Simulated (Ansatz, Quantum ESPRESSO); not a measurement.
# vacuum gap of 3.5 Å between two Pt(111) faces: ballistic transmission, part 2 of 4

Wanted: the transmission near the Fermi level and the conductance of this junction: vacuum gap of 3.5 Å between two Pt(111) faces.

Quantum ESPRESSO 7.5; plane-wave DFT, LDA, GBRV ultrasoft pseudopotentials; cross-check by Ansatz 0.2.0 with PAW datasets.

So far. Step 2 (Self-consistent run): The run needed 13 iterations to bring the estimated error under 1e-07 Ry; the largest force on any atom, held or free, is 0.19 eV/Å.

### 3. The open system

Level of this step: transmission by pwcond, lead and junction from one cell; plane-wave DFT, LDA, GBRV ultrasoft pseudopotentials (Quantum ESPRESSO).

prefixt takes both regions from one run: the lead from 0 to bdl, the scattering region from bdl to bds (units of alat). ikind = 1 puts the same lead on both sides. The program's T_tot counts both spins in a run without spin; the tables below give T per spin.

cond.in reads:

```
&inputcond
  outdir = './out'
  prefixt = 'scf'
  tran_file = 'cond.dat'
  bdl = 2.4494897442
  bds = 15.1272296520
  ikind = 1
  ewind = 4.0
  epsproj = 1e-05
  nz1 = 7
  energy0 = 0.4
  denergy = -0.4
/
19
  0.00000000 0.00000000 0.00694444
  0.00000000 0.08333333 0.04166667
  0.00000000 0.16666667 0.04166667
  0.00000000 0.25000000 0.04166667
  0.00000000 0.33333333 0.04166667
  0.00000000 0.41666667 0.04166667
  0.00000000 0.50000000 0.02083333
  0.08333333 0.16666667 0.04166667
  0.08333333 0.25000000 0.08333333
  0.08333333 0.33333333 0.08333333
  0.08333333 0.41666667 0.08333333
  0.08333333 0.50000000 0.08333333
  0.16666667 0.33333333 0.04166667
  0.16666667 0.41666667 0.08333333
  0.16666667 0.50000000 0.08333333
  0.16666667 0.58333333 0.04166667
  0.25000000 0.50000000 0.04166667
  0.25000000 0.58333333 0.08333333
  0.33333333 0.66666667 0.01388889
3
```

Run with:

```bash
OMP_NUM_THREADS=1 mpirun -n 4 pwcond.x -in cond.in > cond.out
```

Output:

```text
[banner, memory and clock lines left out]
Program PWCOND v.7.5 starts

          URL

     ./out/scf.save/

     IMPORTANT: XC functional enforced from input :
     Exchange-correlation= PZ
                           (   1   1   0   0   0   0   0)
     Any further DFT definition will be discarded
     Please, verify this is what you really want

     negative rho (up, down):  3.029E+00 0.000E+00
     Reading collected, re-writing distributed wavefunctions

===== INPUT FILE containing all the regions =====

     GEOMETRY:

     lattice parameter (alat)  =       5.3049  a.u.
     the volume                =    1955.7492 (a.u.)^3
     the cross section         =      24.3713 (a.u.)^2
     l of the unit cell        =      15.1272 (alat)
     number of atoms/cell      =           18
     number of atomic types    =            1

     crystal axes: (cart. coord. in units of alat)
               a(1) = (  1.0000  0.0000  0.0000 )
               a(2) = (  0.5000  0.8660  0.0000 )
               a(3) = (  0.0000  0.0000 15.1272 )

   Cartesian axes

     site n.     atom                  positions (alat units)
          1        Pt     tau(  1)=(  0.0000  0.0000 15.1272  )
          2        Pt     tau(  2)=(  0.5000  0.2887  0.8165  )
          3        Pt     tau(  3)=(  1.0000  0.5774  1.6330  )
          4        Pt     tau(  4)=(  0.0000  0.0000  2.4495  )
          5        Pt     tau(  5)=(  0.5000  0.2887  3.2660  )
          6        Pt     tau(  6)=(  1.0000  0.5774  4.0825  )
          7        Pt     tau(  7)=(  0.0000  0.0000  4.8990  )
          8        Pt     tau(  8)=(  0.5000  0.2887  5.7155  )
          9        Pt     tau(  9)=(  1.0000  0.5774  6.5320  )
         10        Pt     tau( 10)=(  0.0000  0.0000  7.7788  )
         11        Pt     tau( 11)=(  0.5000  0.2887  8.5953  )
         12        Pt     tau( 12)=(  1.0000  0.5774  9.4118  )
         13        Pt     tau( 13)=(  0.0000  0.0000 10.2283  )
         14        Pt     tau( 14)=(  0.5000  0.2887 11.0447  )
         15        Pt     tau( 15)=(  1.0000  0.5774 11.8612  )
         16        Pt     tau( 16)=(  0.0000  0.0000 12.6777  )
         17        Pt     tau( 17)=(  0.5000  0.2887 13.4942  )
         18        Pt     tau( 18)=(  1.0000  0.5774 14.3107  )

     nr1s                      =           24
     nr2s                      =           24
     nr3s                      =          324
     nr1sx                     =           24
     nr2sx                     =           24
     nr3sx                     =          324
     nr1                       =           24
     nr2                       =           24
     nr3                       =          375
     nr1x                      =           24
     nr2x                      =           24
     nr3x                      =          375

 _______________________________
  Radii of nonlocal spheres:

     type       ibeta     ang. mom.          radius (alat units)
       Pt         1         0                    0.4683
       Pt         2         0                    0.4683
       Pt         3         1                    0.4683
       Pt         4         1                    0.4683
       Pt         5         2                    0.4683
       Pt         6         2                    0.4683
----- General information -----

--- T calc. with identical leads (ikind=1) ---

     nrx                       =           24
     nry                       =           24
     nz1                       =            7

     energy0               =         4.0E-01
     denergy               =        -4.0E-01
     nenergy               =          3
     ecut2d                =         4.0E+01
     ewind                 =         4.0E+00
     epsproj               =         1.0E-05

     number of k_|| points=   19
                       cryst. coord.
        k(    1) = (   0.0000000   0.0000000), wk =   0.0069444
        k(    2) = (   0.0000000   0.0833333), wk =   0.0416667
        k(    3) = (   0.0000000   0.1666667), wk =   0.0416667
        k(    4) = (   0.0000000   0.2500000), wk =   0.0416667
        k(    5) = (   0.0000000   0.3333333), wk =   0.0416667
        k(    6) = (   0.0000000   0.4166667), wk =   0.0416667
        k(    7) = (   0.0000000   0.5000000), wk =   0.0208333
        k(    8) = (   0.0833333   0.1666667), wk =   0.0416667
        k(    9) = (   0.0833333   0.2500000), wk =   0.0833333
        k(   10) = (   0.0833333   0.3333333), wk =   0.0833333
        k(   11) = (   0.0833333   0.4166667), wk =   0.0833333
        k(   12) = (   0.0833333   0.5000000), wk =   0.0833333
        k(   13) = (   0.1666667   0.3333333), wk =   0.0416667
        k(   14) = (   0.1666667   0.4166667), wk =   0.0833333
        k(   15) = (   0.1666667   0.5000000), wk =   0.0833333
        k(   16) = (   0.1666667   0.5833333), wk =   0.0416667
        k(   17) = (   0.2500000   0.5000000), wk =   0.0416667
        k(   18) = (   0.2500000   0.5833333), wk =   0.0833333
        k(   19) = (   0.3333333   0.6666667), wk =   0.0138889
----- Information about left/right lead -----

     nocros                   =           18
     noins                    =           36
     norb                     =           72
     norbf                    =          288
     nrz                      =           52

      iorb      type   ibeta   ang. mom.   m       position (alat)
        1        1       1        0        1   taunew(   1)=(  0.0000  0.0000  0.0000)
        2        1       2        0        1   taunew(   2)=(  0.0000  0.0000  0.0000)
        3        1       3        1        1   taunew(   3)=(  0.0000  0.0000  0.0000)
        4        1       3        1        2   taunew(   4)=(  0.0000  0.0000  0.0000)
        5        1       3        1        3   taunew(   5)=(  0.0000  0.0000  0.0000)
        6        1       4        1        1   taunew(   6)=(  0.0000  0.0000  0.0000)
        7        1       4        1        2   taunew(   7)=(  0.0000  0.0000  0.0000)
        8        1       4        1        3   taunew(   8)=(  0.0000  0.0000  0.0000)
        9        1       5        2        1   taunew(   9)=(  0.0000  0.0000  0.0000)
       10        1       5        2        2   taunew(  10)=(  0.0000  0.0000  0.0000)
       11        1       5        2        3   taunew(  11)=(  0.0000  0.0000  0.0000)
       12        1       5        2        4   taunew(  12)=(  0.0000  0.0000  0.0000)
       13        1       5        2        5   taunew(  13)=(  0.0000  0.0000  0.0000)
       14        1       6        2        1   taunew(  14)=(  0.0000  0.0000  0.0000)
       15        1       6        2        2   taunew(  15)=(  0.0000  0.0000  0.0000)
[...]
248        1       6        2        1   taunew( 248)=(  0.5000  0.2887 11.0447)
      249        1       6        2        2   taunew( 249)=(  0.5000  0.2887 11.0447)
      250        1       6        2        3   taunew( 250)=(  0.5000  0.2887 11.0447)
      251        1       6        2        4   taunew( 251)=(  0.5000  0.2887 11.0447)
      252        1       6        2        5   taunew( 252)=(  0.5000  0.2887 11.0447)
      253        1       1        0        1   taunew( 253)=(  1.0000  0.5774 11.8612)
      254        1       2        0        1   taunew( 254)=(  1.0000  0.5774 11.8612)
      255        1       3        1        1   taunew( 255)=(  1.0000  0.5774 11.8612)
      256        1       3        1        2   taunew( 256)=(  1.0000  0.5774 11.8612)
      257        1       3        1        3   taunew( 257)=(  1.0000  0.5774 11.8612)
      258        1       4        1        1   taunew( 258)=(  1.0000  0.5774 11.8612)
      259        1       4        1        2   taunew( 259)=(  1.0000  0.5774 11.8612)
      260        1       4        1        3   taunew( 260)=(  1.0000  0.5774 11.8612)
      261        1       5        2        1   taunew( 261)=(  1.0000  0.5774 11.8612)
      262        1       5        2        2   taunew( 262)=(  1.0000  0.5774 11.8612)
      263        1       5        2        3   taunew( 263)=(  1.0000  0.5774 11.8612)
      264        1       5        2        4   taunew( 264)=(  1.0000  0.5774 11.8612)
      265        1       5        2        5   taunew( 265)=(  1.0000  0.5774 11.8612)
      266        1       6        2        1   taunew( 266)=(  1.0000  0.5774 11.8612)
      267        1       6        2        2   taunew( 267)=(  1.0000  0.5774 11.8612)
      268        1       6        2        3   taunew( 268)=(  1.0000  0.5774 11.8612)
      269        1       6        2        4   taunew( 269)=(  1.0000  0.5774 11.8612)
      270        1       6        2        5   taunew( 270)=(  1.0000  0.5774 11.8612)
      271        1       1        0        1   taunew( 271)=(  0.0000  0.0000 12.6777)
      272        1       2        0        1   taunew( 272)=(  0.0000  0.0000 12.6777)
      273        1       3        1        1   taunew( 273)=(  0.0000  0.0000 12.6777)
      274        1       3        1        2   taunew( 274)=(  0.0000  0.0000 12.6777)
      275        1       3        1        3   taunew( 275)=(  0.0000  0.0000 12.6777)
      276        1       4        1        1   taunew( 276)=(  0.0000  0.0000 12.6777)
      277        1       4        1        2   taunew( 277)=(  0.0000  0.0000 12.6777)
      278        1       4        1        3   taunew( 278)=(  0.0000  0.0000 12.6777)
      279        1       5        2        1   taunew( 279)=(  0.0000  0.0000 12.6777)
      280        1       5        2        2   taunew( 280)=(  0.0000  0.0000 12.6777)
      281        1       5        2        3   taunew( 281)=(  0.0000  0.0000 12.6777)
      282        1       5        2        4   taunew( 282)=(  0.0000  0.0000 12.6777)
      283        1       5        2        5   taunew( 283)=(  0.0000  0.0000 12.6777)
      284        1       6        2        1   taunew( 284)=(  0.0000  0.0000 12.6777)
      285        1       6        2        2   taunew( 285)=(  0.0000  0.0000 12.6777)
      286        1       6        2        3   taunew( 286)=(  0.0000  0.0000 12.6777)
      287        1       6        2        4   taunew( 287)=(  0.0000  0.0000 12.6777)
      288        1       6        2        5   taunew( 288)=(  0.0000  0.0000 12.6777)
 ngper, shell number =           85          11
 ngper, n2d =           85          80
---  E-Ef =    0.4000000  k =    0.0000000   0.0000000
---  ie =          1  ik =          1
 Nchannels of the left tip =            0
 Right moving states:
   k1(2pi/a)   k2(2pi/a)   E-Ef (eV)
 Left moving states:
   k1(2pi/a)   k2(2pi/a)   E-Ef (eV)

 to transmit
          E-Ef(ev), T =    0.4000000   0.0000000
---  E-Ef =    0.0000000  k =    0.0000000   0.0000000
---  ie =          2  ik =          1
 Nchannels of the left tip =            2
 Right moving states:
   k1(2pi/a)   k2(2pi/a)   E-Ef (eV)
   0.4177315   0.0000004   0.0000000
   0.4177315   0.0000004   0.0000000
 Left moving states:
   k1(2pi/a)   k2(2pi/a)   E-Ef (eV)
  -0.4177315   0.0000004   0.0000000
  -0.4177315   0.0000004   0.0000000

 to transmit
 Band j to band i transmissions and reflections:
    j         i     |T_ij|^2    |R_ij|^2

    1 -->     1     0.10468     0.00160
    1 -->     2     0.00000     0.89373
   Total T_j, R_j =    0.10468  0.89532

    2 -->     1     0.00000     0.89373
    2 -->     2     0.10468     0.00160
   Total T_j, R_j =    0.10468  0.89532

E-Ef(ev), T(x2 spins) =    0.0000000   0.4187159
---  E-Ef =   -0.4000000  k =    0.0000000   0.0000000
---  ie =          3  ik =          1
 Nchannels of the left tip =            3
 Right moving states:
   k1(2pi/a)   k2(2pi/a)   E-Ef (eV)
   0.1576227   0.0000004  -0.4000000
   0.1576227   0.0000004  -0.4000000
   0.4696433   0.0000011  -0.4000000
 Left moving states:
   k1(2pi/a)   k2(2pi/a)   E-Ef (eV)
  -0.1576228   0.0000004  -0.4000000
  -0.1576228   0.0000004  -0.4000000
  -0.4696433   0.0000011  -0.4000000

 to transmit
 Band j to band i transmissions and reflections:
    j         i     |T_ij|^2    |R_ij|^2

    1 -->     1     0.01463     0.98522
    1 -->     2     0.00000     0.00015
    1 -->     3     0.00000     0.00000
   Total T_j, R_j =    0.01463  0.98537

    2 -->     1     0.00000     0.00015
    2 -->     2     0.01463     0.98522
    2 -->     3     0.00000     0.00000
   Total T_j, R_j =    0.01463  0.98537

    3 -->     1     0.00000     0.00000
    3 -->     2     0.00000     0.00000
    3 -->     3     0.92047     0.07953
   Total T_j, R_j =    0.92047  0.07953

E-Ef(ev), T(x2 spins) =   -0.4000000   1.8994484
 ngper, shell number =           81          45
 ngper, n2d =           81          80
[... further energies and points left out ...]
---  E-Ef =    0.4000000  k =    0.3333333   0.6666667
---  ie =          1  ik =         19
 Nchannels of the left tip =            0
 Right moving states:
   k1(2pi/a)   k2(2pi/a)   E-Ef (eV)
 Left moving states:
   k1(2pi/a)   k2(2pi/a)   E-Ef (eV)

 to transmit
          E-Ef(ev), T =    0.4000000   0.0000000
---  E-Ef =    0.0000000  k =    0.3333333   0.6666667
---  ie =          2  ik =         19
 Nchannels of the left tip =            0
 Right moving states:
   k1(2pi/a)   k2(2pi/a)   E-Ef (eV)
 Left moving states:
   k1(2pi/a)   k2(2pi/a)   E-Ef (eV)

 to transmit
          E-Ef(ev), T =    0.0000000   0.0000000
---  E-Ef =   -0.4000000  k =    0.3333333   0.6666667
---  ie =          3  ik =         19
 Nchannels of the left tip =            3
 Right moving states:
   k1(2pi/a)   k2(2pi/a)   E-Ef (eV)
   0.2189204  -0.0000019  -0.4000000
   0.2194332   0.0000003  -0.4000000
   0.2196028   0.0000003  -0.4000000
 Left moving states:
   k1(2pi/a)   k2(2pi/a)   E-Ef (eV)
  -0.2189204  -0.0000019  -0.4000000
  -0.2194332   0.0000003  -0.4000000
  -0.2196028   0.0000003  -0.4000000

 to transmit
 Band j to band i transmissions and reflections:
    j         i     |T_ij|^2    |R_ij|^2

    1 -->     1     0.30152     0.69848
    1 -->     2     0.00000     0.00000
    1 -->     3     0.00000     0.00000
   Total T_j, R_j =    0.30152  0.69848

    2 -->     1     0.00000     0.00000
    2 -->     2     0.30915     0.69084
    2 -->     3     0.00000     0.00001
   Total T_j, R_j =    0.30915  0.69085

    3 -->     1     0.00000     0.00000
    3 -->     2     0.00000     0.00001
    3 -->     3     0.02168     0.97831
   Total T_j, R_j =    0.02168  0.97832

E-Ef(ev), T(x2 spins) =   -0.4000000   1.2647063
   T_tot     0.40000      0.71586E+00
   T_tot     0.00000      0.11258E+01
   T_tot    -0.40000      0.13108E+01

Note: The following floating-point exceptions are signalling: IEEE_UNDERFLOW_FLAG
Note: The following floating-point exceptions are signalling: IEEE_UNDERFLOW_FLAG
Note: The following floating-point exceptions are signalling: IEEE_UNDERFLOW_FLAG
Note: The following floating-point exceptions are signalling: IEEE_UNDERFLOW_FLAG
```

Elapsed: 1.8 min, on 4 MPI ranks of Arm Neoverse V2, shared host; peak memory 0.3 GiB.

Numbers from this step:

- lead channels at the Fermi level, one spin: 1.889
- transmission at the Fermi level, one spin: 0.5629
- conductance: 0.5629 G₀

Per spin; mean over the k mesh across the current. Open channels, zone mean against energy, zero at the Fermi level:

| energy (eV) | open channels, zone mean |
| --- | --- |
| -0.400 | 1.75 |
| 0.000 | 1.89 |
| 0.400 | 1.02 |

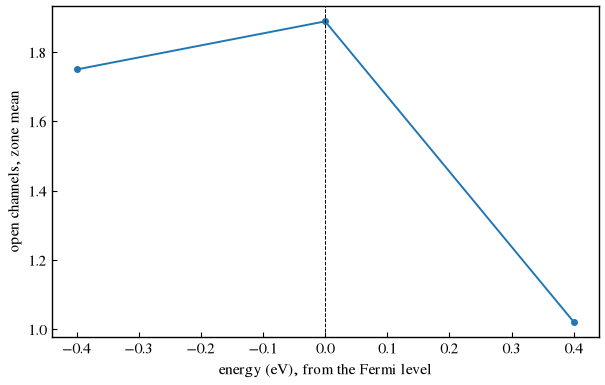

Open channels, zone mean, plotted against energy.

Per spin; mean over the k mesh across the current. Transmission, zone mean against energy, zero at the Fermi level:

| energy (eV) | transmission, zone mean |
| --- | --- |
| -0.400 | 0.655 |
| 0.000 | 0.563 |
| 0.400 | 0.358 |

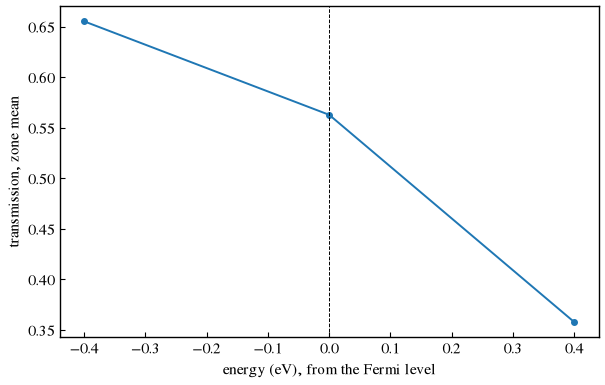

Transmission, zone mean, plotted against energy.

At 0.000 eV; k in fractions of b1, b2. Transmission by k point:

| k1 | k2 | weight | t | channels |
| --- | --- | --- | --- | --- |
| 0 | 0 | 0.006944 | 0.2094 | 2 |
| 0 | 0.08333 | 0.04167 | 1.09 | 2 |
| 0 | 0.1667 | 0.04167 | 0.9285 | 2 |
| 0 | 0.25 | 0.04167 | 0.7902 | 2 |
| 0 | 0.3333 | 0.04167 | 0.6707 | 2 |
| 0 | 0.4167 | 0.04167 | 0.544 | 4 |
| 0 | 0.5 | 0.02083 | 0.2122 | 2 |
| 0.08333 | 0.1667 | 0.04167 | 0.8146 | 1 |
| 0.08333 | 0.25 | 0.08333 | 0.7137 | 1 |
| 0.08333 | 0.3333 | 0.08333 | 0.7638 | 2 |
| 0.08333 | 0.4167 | 0.08333 | 0.4742 | 2 |
| 0.08333 | 0.5 | 0.08333 | 0.6636 | 2 |
| 0.1667 | 0.3333 | 0.04167 | 0.5852 | 1 |
| 0.1667 | 0.4167 | 0.08333 | 0.5231 | 2 |
| 0.1667 | 0.5 | 0.08333 | 0.4651 | 2 |
| 0.1667 | 0.5833 | 0.04167 | 0.2966 | 1 |
| 0.25 | 0.5 | 0.04167 | 0.1913 | 3 |
| 0.25 | 0.5833 | 0.08333 | 0.1258 | 2 |
| 0.3333 | 0.6667 | 0.01389 | 0 | 0 |

The program's own clock; routines nest. Time by routine:

| routine | wall time (s) | calls |
| --- | --- | --- |
| PWCOND | 106.8 | 1 |
| scatter_forw | 92.45 | 114 |
| local | 5.22 | 19 |
| compbs | 5.16 | 57 |
| compbs_2 | 4.31 | 57 |
| init | 0.49 | 1 |
| poten | 0.04 | 1 |

The run is unpolarised; a magnetic state was not tried, may lie lower and would change T.

At no point does T exceed the number of channels.

[end of part 2 of 4]

[Logs are printed without paths, hosts, clocks, repeated set-up lines and the standing remarks that a program may print on its own settings, such as how far it seeks lower states.]

[Hosts, paths, dates, database ids (printed as entryN), source tags and the programs' standing remarks are cut or masked in the printed files.]

[Maps of the electrostatic potential energy from Ansatz leave out the sawtooth potential of an applied field or a dipole correction, so their vacuum need not be flat; planar profiles and work functions include it.]
